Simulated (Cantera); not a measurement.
Input: 1 mol Ca(OH)₂, 0.061 mol C, 0.065 mol O₂, equilibrated at 377 °C.

Equilibrium computed with Cantera from the NASA thermochemical tables; the gas is ideal and each condensed phase is pure. Candidate condensed phases: C, C₆H₆, C₇H₈, C₈H₁₈, Ca, CaCO₃, CaO, Ca(OH)₂, H₂O; 115 gas species. Rates play no part.

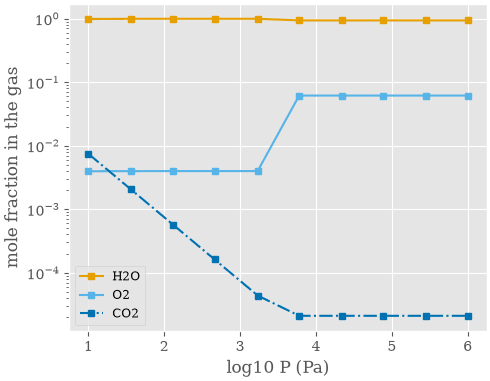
Figure. Equilibrium gas composition (values under 1e-9 drawn at 1e-9)

From 10.0 Pa to 17.0 mbar the condensed part is CaCO₃(calcite) + CaO(s). From 60.0 mbar to 10.0 bar the condensed part is CaCO₃(calcite) + Ca(OH)₂(s).
